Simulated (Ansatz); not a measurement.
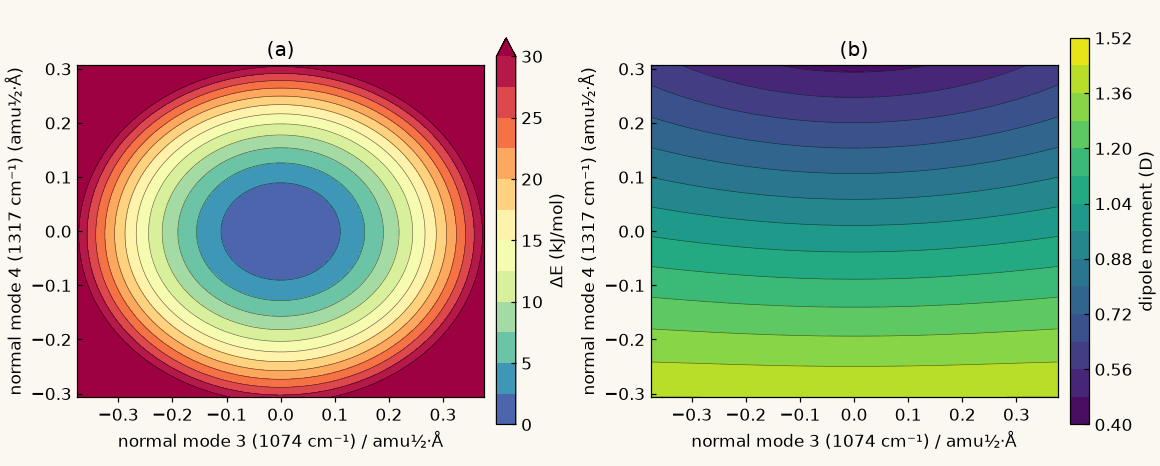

BClH₂, SMILES BCl. 
- The first coordinate is: normal mode 3 (1074 cm⁻¹); the second: normal mode 4 (1317 cm⁻¹).
- Nothing is relaxed (straight displacements along the two mass-weighted modes).
- The grid has 15 × 15 points; 120 points were computed and 105 follow by symmetry.
- Points are written as (first, second).
- Energies are in kJ/mol, from the lowest grid point.
- All numbers below come from RHF/def2-TZVP (Ansatz 0.2.0).

Panel (a) is the energy and panel (b) the computed dipole moment on the same grid.

In the figure: filled contours, one colour for all values above the top of the scale. Between grid points the surface is interpolated.

> How does the dipole moment vary over the map, and what is it at the lowest grid point?

Leaving out the highest fifth of the energies, it runs from 0.46 D at (0.000 amu½·Å, 0.307 amu½·Å) to 1.44 D at (−0.161 amu½·Å, −0.307 amu½·Å). At the lowest grid point, (0.000 amu½·Å, 0.000 amu½·Å), it is 0.98 D.
